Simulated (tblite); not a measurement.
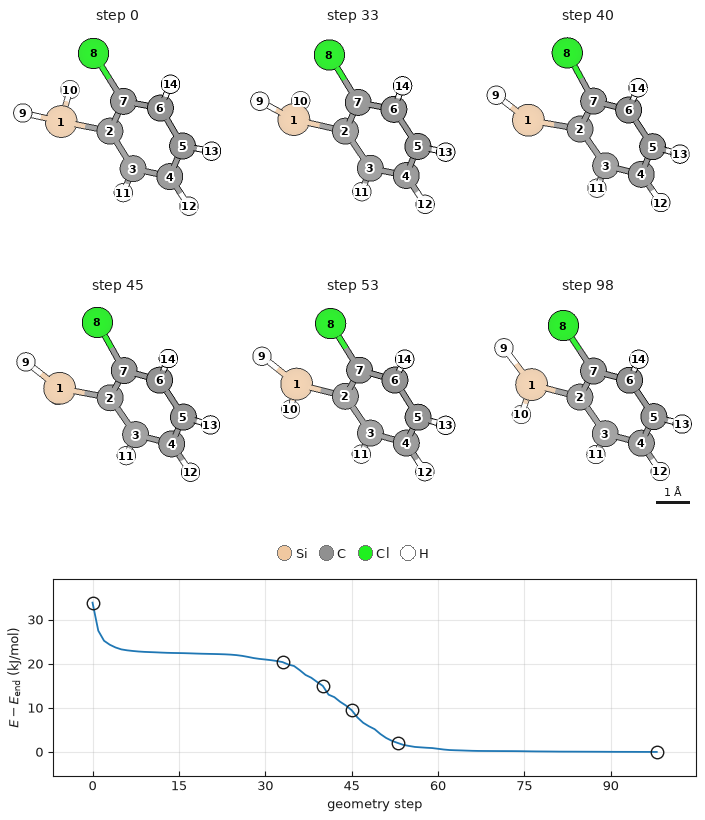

Frames of a relaxation of C₆H₆ClSi (multiplicity 2), marked on the history of the run. The picture is a ball-and-stick view, seen at a tilt.

Computed with tblite 0.8.0, GFN2-xTB geometry optimisation, gas phase. 

Describe the path.

Over 98 geometry steps the energy falls by 33.9 kJ/mol. H10 moves most after the best rigid fit: 1.80 Å. Largest moves by element: H 1.80 Å, Cl 0.34 Å, Si 0.23 Å, C 0.18 Å. Some distances before and after: C2–C7 1.373 → 1.405 Å, C7–Cl8 1.765 → 1.735 Å, C6–C7 1.405 → 1.376 Å, C2–C3 1.382 → 1.409 Å. Bond angles that change, for instance: C2–Si1–H9 113.5° → 125.2°, C2–Si1–H10 111.0° → 116.1°, H9–Si1–H10 114.5° → 118.8°. Cost: 0.67 s on 1 thread of Arm Neoverse V2 (shared host). From step 0 to 33: H atoms move most (0.40 Å), energy −13.5 kJ/mol. From step 33 to 40: H10 moves most (0.50 Å), energy −5.40 kJ/mol. From step 40 to 45: H10 moves most (0.31 Å), energy −5.49 kJ/mol. From step 45 to 53: H10 moves most (0.45 Å), energy −7.44 kJ/mol. From step 53 to 98: H9 moves most (0.38 Å), energy −2.04 kJ/mol.

| step | E − E(0), kJ/mol |
| --- | --- |
| 0 | 0.00 |
| 1 | -6.36 |
| 2 | -8.64 |
| 3 | -9.54 |
| 4 | -10.17 |
| 5 | -10.60 |
| 6 | -10.81 |
| 7 | -10.96 |
| 8 | -11.08 |
| 9 | -11.16 |
| 10 | -11.22 |
| 15 | -11.43 |
| 19 | -11.58 |
| 24 | -11.79 |
| 29 | -12.75 |
| 33 | -13.48 |
| 38 | -17.03 |
| 42 | -21.43 |
| 47 | -27.23 |
| 52 | -31.34 |
| 56 | -32.71 |
| 61 | -33.30 |
| 66 | -33.60 |
| 70 | -33.65 |
| 75 | -33.69 |
| 79 | -33.75 |
| 84 | -33.79 |
| 89 | -33.82 |
| 93 | -33.83 |
| 98 | -33.85 |
